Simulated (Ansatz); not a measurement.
# SrTl3 (Pm-3m): convergence test of the k-point mesh from a Python script

How fine a k-point mesh does SrTl3 (Pm-3m) need? Wanted for SrTl3 (Pm-3m): a convergence test of the k-point mesh.

All numbers are computed with Ansatz 0.2.0 through its Python package. Level of theory: DFT LDA, plane waves, PAW.

### 1 Starting point

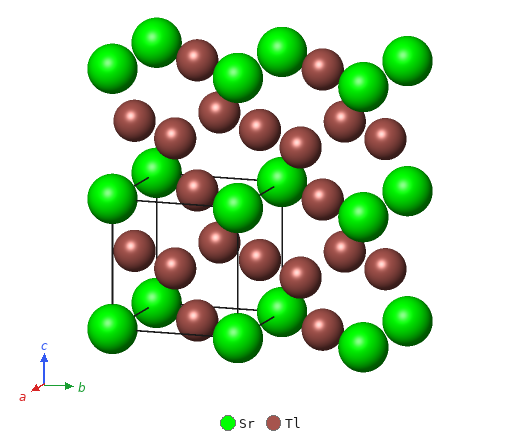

The starting structure, viewed slightly off an axis; strontium green, thallium brown. 1×2×2 cells are drawn. Atoms on cell faces are repeated.

The script holds or builds the structure itself.

### 2 The script

srtl3.py

```python
"""k-point test for SrTl3."""

import ansatz as az
import pandas as pd

xtal = (
    az.Lattice.of([4.944187, 0.0, 0.0], [0.0, 4.944187, 0.0], [0.0, 0.0, 4.944187])
    .atom("Sr", [0.0, 0.0, 0.0])
    .atom("Tl", [0.0, 0.5, 0.5])
    .atom("Tl", [0.5, 0.0, 0.5])
    .atom("Tl", [0.5, 0.5, 0.0])
)

calculation = (
    xtal.calculation()
    .functional(az.Functional.LDA)
    .basis(420)
    .occupations("cold", width=0.05)
    .forces()
    .stress()
)

rows = []
for value in [1.0, 0.6, 0.4, 0.3]:
    report = calculation.kpoints(spacing=value).run(threads=1, pin="off").report
    rows.append((value, report["free_energy_ev"] / len(report["lattice"]["sites"]), report["n_iterations"], sum(report["stress_gpa"][i][i] for i in range(3)) / 3, max(abs(f) for row in report["forces_ev_ang"] for f in row), report["n_kpoints"]))

table = pd.DataFrame(rows, columns=["spacing (1/A)", "F/atom (eV)", "iterations", "P (GPa)", "max component (eV/A)", "k-points"])
print(table.round(5).to_string(index=False))

# the last row is the reference
for row in rows[:-1]:
    shift = 1000 * (row[1] - rows[-1][1])
    print(f"{row[0]}: {shift:+.2f} meV/atom" + ("  (within 2 meV)" if abs(shift) < 2 else ""))
```

### 3 The input behind the calls

The package turns the script's settings into the engine's input (first run):

```yaml
crystal:
  lattice:
    - [4.944187, 0.0, 0.0]
    - [0.0, 4.944187, 0.0]
    - [0.0, 0.0, 4.944187]
  atoms:
    - { symbol: Sr, position: [0.0, 0.0, 0.0] }
    - { symbol: Tl, position: [0.0, 0.5, 0.5] }
    - { symbol: Tl, position: [0.5, 0.0, 0.5] }
    - { symbol: Tl, position: [0.5, 0.5, 0.0] }
basis:
  ecutwfc: 420.0
kpoints:
  mp_grid:
    kspacing: 1.0
hamiltonian:
  xc: lda
scf:
  occupations:
    method: cold
    width: 0.05
output:
  forces: true
  stress: true
```

### 4 The run

Command:

```
$ python srtl3.py
```

Standard output:

```text
 spacing (1/A)  F/atom (eV)  iterations  P (GPa)  max component (eV/A)  k-points
           1.0  -9221.27823           6 -4.89467                   0.0         4
           0.6  -9221.30228           6 -3.17328                   0.0         4
           0.4  -9221.34068           6 -3.18393                   0.0        10
           0.3  -9221.33909           6 -2.87271                   0.0        10
1.0: +60.86 meV/atom
0.6: +36.81 meV/atom
0.4: -1.59 meV/atom  (within 2 meV)
```

Run time: 5.9 s. Hardware: 1 thread of Intel Xeon at 2.60GHz (Ice Lake), shared host; peak memory 0.59 GiB.

### 5 What changed from run to run

The engine's inputs for the other runs:

Run 2, against run 1:

```diff
@@ -15 +15 @@
-    kspacing: 1.0
+    kspacing: 0.6
```

Run 3, against run 1:

```diff
@@ -15 +15 @@
-    kspacing: 1.0
+    kspacing: 0.4
```

Run 4, against run 1:

```diff
@@ -15 +15 @@
-    kspacing: 1.0
+    kspacing: 0.3
```

Lines on the test bed's own set-up are left out of the output.

### 6 What each run gave

From the records of these 4 runs:

```tsv
run	k spacing	energy from run 4 (meV/atom)	pressure (GPa)	SCF cycles	CPU time (s)
1	1	60.86	-4.89	6	0.83
2	0.6	36.81	-3.17	6	0.75
3	0.4	-1.59	-3.18	6	1.5
4	0.3	0.00	-2.87	6	1.4
```

Energies are free energies F = E - TS of the smeared occupations. 

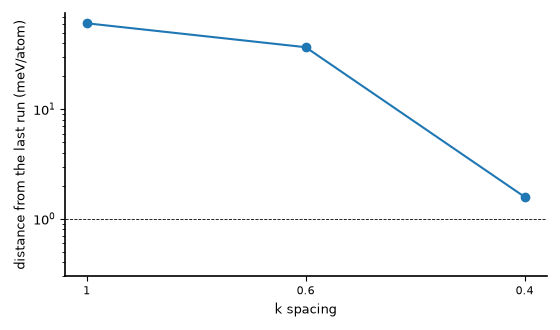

How far each run lies from the last one; the dashed line marks 1 meV/atom.

### 7 Outcome

```
                              quantity           value
                         runs compared               4
       last run but one, from the last  -1.59 meV/atom
within 5 meV/atom of the last run from             0.4
```

What this shows: From a spacing of 0.4 (4×4×4) on it stays within 2 meV an atom of the value at a spacing of 0.3 (5×5×5); the first row (a spacing of 1.0 (2×2×2)) is off by 60.9 meV and the last but one by 1.59 meV. That rests on few rows after larger swings, so the series isn't shown to be converged. It goes up and down, since the sum over k-points isn't variational. The pressure moves from -4.89 to -2.87 GPa. Reading the output:
- Forces vanish by symmetry here and test nothing.
- Pressure is positive in compression.
- Spin-orbit coupling, which matters for elements this heavy, is left out.
- The structure comes from a database of computed cells and needn't be a stable or known phase.
- Shifts are counted from the finest mesh, which is itself no proven limit.
